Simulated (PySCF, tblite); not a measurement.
# C3H7FOS: a rotation path, then NMR shifts on frames, part 2 of 2

tblite 0.8.0 and PySCF 2.14.0. Atoms count from 0.

### Step 5. Shielding tensors: image 5, PBE0/pcSseg-1

Job settings and geometry (Å):

```
{"job": {"kind": "nmr", "xc": "PBE0", "basis": "pcSseg-1", "pop": false}, "charge": 0, "multiplicity": 1}
C     -1.335500     0.665600    -0.177600
C     -0.854900    -0.752800    -0.371300
F     -1.240100    -1.188700    -1.619000
S      1.019100    -1.113200    -0.328100
C      1.627900     0.497700     0.342200
O      1.159300    -2.055200     0.778000
H     -0.984900     1.070100     0.766000
H     -2.425000     0.674400    -0.172100
H     -0.997100     1.292800    -0.999400
H     -1.276500    -1.452000     0.358800
H      1.351800     1.304800    -0.324000
H      2.709200     0.409600     0.384700
H      1.242400     0.647500     1.343900
```

With the program's defaults for keys left out, this is: GIAO PBE0/pcSseg-1 NMR shielding, non-relativistic, gas phase.

The log of the run:

```text
coarse grid: 11400 points
cycle   1  E = -690.9742094034  dE =  8.603e-01  |g| = 1.000e+00  |ddm| = 3.233e+00
cycle   2  E = -689.9666294173  dE =  1.008e+00  |g| = 2.404e+00  |ddm| = 3.876e+00
cycle   3  E = -691.1448084658  dE = -1.178e+00  |g| = 2.955e-01  |ddm| = 3.368e+00
cycle   4  E = -691.1602613213  dE = -1.545e-02  |g| = 1.425e-01  |ddm| = 3.936e-01
cycle   5  E = -691.1637735917  dE = -3.512e-03  |g| = 2.427e-02  |ddm| = 1.140e-01
cycle   6  E = -691.1638863208  dE = -1.127e-04  |g| = 9.264e-03  |ddm| = 2.429e-02
cycle   7  E = -691.1639035602  dE = -1.724e-05  |g| = 1.888e-03  |ddm| = 7.671e-03
cycle   8  E = -691.1639044354  dE = -8.751e-07  |g| = 4.856e-04  |ddm| = 3.202e-03
final grid: 105792 points
cycle   9  E = -691.2195579063  dE = -4.033e-05  |g| = 1.124e-02  |ddm| = 3.055e-02
cycle  10  E = -691.2195088430  dE =  4.906e-05  |g| = 1.896e-02  |ddm| = 2.675e-02
cycle  11  E = -691.2195846165  dE = -7.577e-05  |g| = 2.796e-03  |ddm| = 1.942e-02
cycle  12  E = -691.2195861111  dE = -1.495e-06  |g| = 3.440e-04  |ddm| = 2.441e-03
cycle  13  E = -691.2195861335  dE = -2.235e-08  |g| = 1.472e-04  |ddm| = 4.256e-04
cycle  14  E = -691.2195861367  dE = -3.209e-09  |g| = 4.736e-05  |ddm| = 1.138e-04
cycle  15  E = -691.2195861371  dE = -4.308e-10  |g| = 7.879e-06  |ddm| = 5.248e-05
converged SCF energy = -691.2195861371

GIAO shielding tensors (ppm)
atom      isotropic    diamagn.    paramagn.     s11        s22        s33       span
  0 C      167.811     249.774     -81.963    154.822    166.927    181.685     26.863
  1 C       58.651     248.751    -190.100     24.203     54.796     96.954     72.750
  2 F      358.902     472.580    -113.678    320.377    353.755    402.575     82.198
  3 S      131.825    1052.181    -920.357    -57.478     76.993    375.960    433.438
  4 C      144.319     255.050    -110.730    114.590    135.904    182.463     67.873
  5 O      262.470     396.169    -133.698     30.921    273.588    482.902    451.981
  6 H       30.063      31.434      -1.371     25.663     29.937     34.589      8.927
  7 H       29.655      28.239       1.417     25.713     26.974     36.278     10.564
  8 H       30.445      30.399       0.046     27.286     28.611     35.438      8.151
  9 H       26.467      30.650      -4.182     24.502     27.103     27.796      3.294
 10 H       29.952      31.713      -1.761     25.901     29.198     34.757      8.856
 11 H       29.038      29.083      -0.045     26.123     27.102     33.889      7.766
 12 H       29.542      31.673      -2.132     26.182     29.097     33.347      7.166
```

Run time: 12 s. Hardware: 1 thread of INTEL XEON PLATINUM 8581C at 2.10GHz, shared host; peak memory 0.72 GiB.

In short: δ C1 128.3, C4 42.6, C0 19.1, F2 -188.0, H9 5.25, H11 2.68 ppm.

### Step 6. NMR shieldings: image 6, PBE0/pcSseg-1

Job settings and geometry (Å):

```
{"job": {"kind": "nmr", "xc": "PBE0", "basis": "pcSseg-1", "pop": false}, "charge": 0, "multiplicity": 1}
C     -1.343800     0.697300    -0.269600
C     -0.849100    -0.728900    -0.306600
F     -1.360600    -1.347400    -1.424900
S      1.025300    -1.024900    -0.466600
C      1.612100     0.478600     0.435100
O      1.274300    -2.132900     0.448400
H     -0.952200     1.225600     0.593100
H     -2.431500     0.693900    -0.205600
H     -1.059100     1.215600    -1.182500
H     -1.162300    -1.324300     0.557700
H      1.360500     1.365000    -0.133000
H      2.691100     0.380000     0.503500
H      1.190800     0.502900     1.433400
```

Level: GIAO PBE0/pcSseg-1 NMR shielding, non-relativistic, gas phase.

The log of the run:

```text
coarse grid: 11400 points
cycle   1  E = -690.9746137827  dE =  8.662e-01  |g| = 1.002e+00  |ddm| = 3.228e+00
cycle   2  E = -689.9634310544  dE =  1.011e+00  |g| = 2.409e+00  |ddm| = 3.920e+00
cycle   3  E = -691.1469653196  dE = -1.184e+00  |g| = 2.884e-01  |ddm| = 3.392e+00
cycle   4  E = -691.1616718587  dE = -1.471e-02  |g| = 1.406e-01  |ddm| = 3.871e-01
cycle   5  E = -691.1651304191  dE = -3.459e-03  |g| = 2.343e-02  |ddm| = 1.135e-01
cycle   6  E = -691.1652344342  dE = -1.040e-04  |g| = 8.984e-03  |ddm| = 2.338e-02
cycle   7  E = -691.1652504016  dE = -1.597e-05  |g| = 1.839e-03  |ddm| = 7.340e-03
cycle   8  E = -691.1652512250  dE = -8.234e-07  |g| = 4.823e-04  |ddm| = 3.155e-03
final grid: 105792 points
cycle   9  E = -691.2208236474  dE = -3.949e-05  |g| = 1.130e-02  |ddm| = 2.953e-02
cycle  10  E = -691.2207734321  dE =  5.022e-05  |g| = 1.915e-02  |ddm| = 2.710e-02
cycle  11  E = -691.2208505427  dE = -7.711e-05  |g| = 2.814e-03  |ddm| = 1.973e-02
cycle  12  E = -691.2208520531  dE = -1.510e-06  |g| = 3.286e-04  |ddm| = 2.481e-03
cycle  13  E = -691.2208520735  dE = -2.044e-08  |g| = 1.504e-04  |ddm| = 4.364e-04
cycle  14  E = -691.2208520770  dE = -3.446e-09  |g| = 4.599e-05  |ddm| = 1.193e-04
cycle  15  E = -691.2208520774  dE = -4.090e-10  |g| = 7.860e-06  |ddm| = 5.286e-05
converged SCF energy = -691.2208520774

GIAO shielding tensors (ppm)
atom      isotropic    diamagn.    paramagn.     s11        s22        s33       span
  0 C      167.812     250.072     -82.260    150.925    169.864    182.648     31.723
  1 C       57.344     248.599    -191.255     26.750     51.152     94.130     67.380
  2 F      361.980     472.153    -110.173    323.064    359.047    403.829     80.766
  3 S      139.513    1052.270    -912.757    -39.342     74.870    383.013    422.355
  4 C      144.520     255.162    -110.643    113.176    138.328    182.054     68.879
  5 O      267.734     395.724    -127.990     41.795    287.093    474.314    432.520
  6 H       30.248      31.465      -1.217     25.840     30.275     34.630      8.790
  7 H       29.779      28.288       1.491     25.911     27.096     36.332     10.421
  8 H       30.427      30.156       0.271     27.323     28.471     35.487      8.163
  9 H       26.482      30.866      -4.384     24.467     26.562     28.416      3.950
 10 H       30.056      31.618      -1.561     26.041     29.270     34.858      8.817
 11 H       29.233      29.202       0.032     26.418     27.116     34.166      7.748
 12 H       29.351      31.768      -2.417     26.142     28.861     33.051      6.908
```

It took 12 s on 1 thread of INTEL XEON PLATINUM 8581C at 2.10GHz, shared host; peak memory 0.72 GiB.

In short: δ C1 129.6, C4 42.4, C0 19.1, F2 -191.0, H9 5.24, H11 2.48 ppm.

### Step 7. NMR shieldings: image 8, PBE0/pcSseg-1

Job settings and geometry (Å):

```
{"job": {"kind": "nmr", "xc": "PBE0", "basis": "pcSseg-1", "pop": false}, "charge": 0, "multiplicity": 1}
C     -1.370300     0.721700    -0.413300
C     -0.832300    -0.670800    -0.178800
F     -1.485100    -1.556300    -0.999500
S      0.994500    -0.854000    -0.647600
C      1.596600     0.414400     0.557400
O      1.403500    -2.135300    -0.090800
H     -1.039100     1.401400     0.364800
H     -2.459000     0.692500    -0.407900
H     -1.043400     1.089000    -1.384000
H     -0.960900    -1.037000     0.845200
H      1.340800     1.403100     0.198100
H      2.675400     0.305700     0.600700
H      1.175000     0.226000     1.538100
```

Level: GIAO PBE0/pcSseg-1 NMR shielding, non-relativistic, gas phase.

The log of the run:

```text
coarse grid: 11400 points
cycle   1  E = -690.9773746486  dE =  8.790e-01  |g| = 9.999e-01  |ddm| = 3.223e+00
cycle   2  E = -689.9736318008  dE =  1.004e+00  |g| = 2.403e+00  |ddm| = 4.011e+00
cycle   3  E = -691.1510136140  dE = -1.177e+00  |g| = 2.782e-01  |ddm| = 3.462e+00
cycle   4  E = -691.1646943991  dE = -1.368e-02  |g| = 1.368e-01  |ddm| = 3.776e-01
cycle   5  E = -691.1680487688  dE = -3.354e-03  |g| = 2.230e-02  |ddm| = 1.138e-01
cycle   6  E = -691.1681419057  dE = -9.314e-05  |g| = 8.518e-03  |ddm| = 2.224e-02
cycle   7  E = -691.1681560095  dE = -1.410e-05  |g| = 1.728e-03  |ddm| = 6.871e-03
cycle   8  E = -691.1681567228  dE = -7.133e-07  |g| = 4.746e-04  |ddm| = 2.980e-03
final grid: 105792 points
cycle   9  E = -691.2235037720  dE = -3.305e-05  |g| = 1.115e-02  |ddm| = 2.643e-02
cycle  10  E = -691.2234530282  dE =  5.074e-05  |g| = 1.914e-02  |ddm| = 2.731e-02
cycle  11  E = -691.2235298334  dE = -7.681e-05  |g| = 2.806e-03  |ddm| = 2.009e-02
cycle  12  E = -691.2235313381  dE = -1.505e-06  |g| = 3.083e-04  |ddm| = 2.510e-03
cycle  13  E = -691.2235313570  dE = -1.889e-08  |g| = 1.379e-04  |ddm| = 4.293e-04
cycle  14  E = -691.2235313600  dE = -2.967e-09  |g| = 4.211e-05  |ddm| = 1.101e-04
cycle  15  E = -691.2235313603  dE = -3.351e-10  |g| = 7.878e-06  |ddm| = 4.943e-05
converged SCF energy = -691.2235313603

GIAO shielding tensors (ppm)
atom      isotropic    diamagn.    paramagn.     s11        s22        s33       span
  0 C      169.108     250.429     -81.321    149.302    172.539    185.483     36.181
  1 C       65.651     248.775    -183.124     42.008     54.822    100.125     58.117
  2 F      362.671     471.823    -109.152    328.738    360.431    398.843     70.105
  3 S      152.749    1052.278    -899.529    -37.484     73.560    422.171    459.655
  4 C      145.390     255.357    -109.966    111.278    140.333    184.559     73.281
  5 O      272.220     394.918    -122.698     53.352    304.487    458.820    405.468
  6 H       30.644      31.167      -0.523     26.215     30.169     35.548      9.334
  7 H       29.939      28.335       1.604     25.954     27.358     36.503     10.549
  8 H       30.416      29.886       0.530     26.857     29.014     35.376      8.520
  9 H       26.624      31.261      -4.636     24.000     26.208     29.665      5.664
 10 H       30.115      31.562      -1.447     25.920     29.342     35.083      9.162
 11 H       29.330      29.368      -0.038     26.514     26.941     34.535      8.022
 12 H       29.289      31.777      -2.489     26.189     28.649     33.028      6.839
```

Wall time 11 s (1 thread of INTEL XEON PLATINUM 8581C at 2.10GHz, shared host); peak memory 0.78 GiB.

Key values: δ C1 121.3, C4 41.5, C0 17.8, F2 -191.7, H9 5.09, H12 2.43 ppm.

### Step 8. Run by run: NMR shifts

Shifts (ppm) of some atoms, chosen among heavy atoms and hydrogens apart, with basis size and wall time:

| frame | C1 | C0 | H9 | H6 | F2 | S3 | O5 | functions | time |
| --- | --- | --- | --- | --- | --- | --- | --- | --- | --- |
| image 0 | 108.6 | 9.1 | 5.64 | 2.50 | -208.8 | 317 | 53.2 | 144 | 13 s |
| image 2 | 111.0 | 14.5 | 5.32 | 1.87 | -202.3 | 348 | 56.4 | 144 | 12 s |
| image 5 | 128.3 | 19.1 | 5.25 | 1.65 | -188.0 | 372 | 73.6 | 144 | 12 s |
| image 6 | 129.6 | 19.1 | 5.24 | 1.47 | -191.0 | 364 | 68.3 | 144 | 12 s |
| image 8 | 121.3 | 17.8 | 5.09 | 1.07 | -191.7 | 351 | 63.9 | 144 | 11 s |

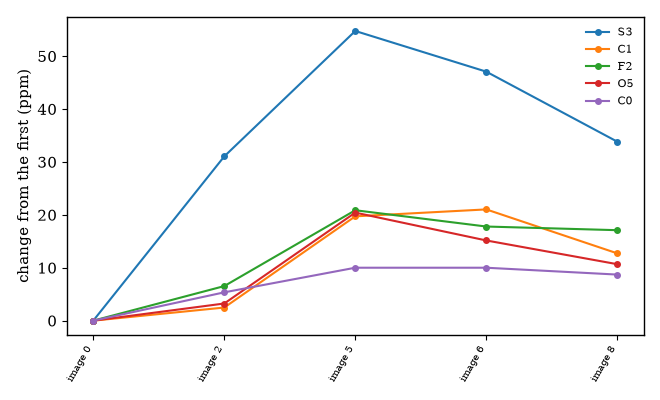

How five of the tabulated atoms move from run to run.

### Step 9. Summary of results

This closing draws on all 2 parts.

```
                                         quantity                                         value
                                          barrier            0.163 eV (3.8 kcal/mol) at image 5
                            end to end (GFN2-xTB)                                      0.118 eV
  13C shifts against TMS (PBE0/pcSseg-1, image 0)                          108.6, 36.9, 9.1 ppm
   1H shifts against TMS (PBE0/pcSseg-1, image 0)  5.64, 2.55, 2.50, 2.10, 1.96, 1.64, 1.25 ppm
19F shifts against CFCl3 (PBE0/pcSseg-1, image 0)                                    -208.8 ppm
  33S shifts against CS2 (PBE0/pcSseg-1, image 0)                                       317 ppm
  17O shifts against H2O (PBE0/pcSseg-1, image 0)                                      53.2 ppm
                         range of the shift of S3                                317 to 372 ppm
```

What this shows: Along the band the dihedral turns by 123°, and the top (dihedral 133°) lies 3.8 kcal/mol above the start (GFN2-xTB, rough), so at room temperature this motion is fast. The top was not checked by a frequency run. Shifts at one fixed geometry are not the observed spectrum, which averages over the motion. In ppm, S3 moves most: its shift spreads over 55 ppm, from 317 (image 0) to 372 (image 5).
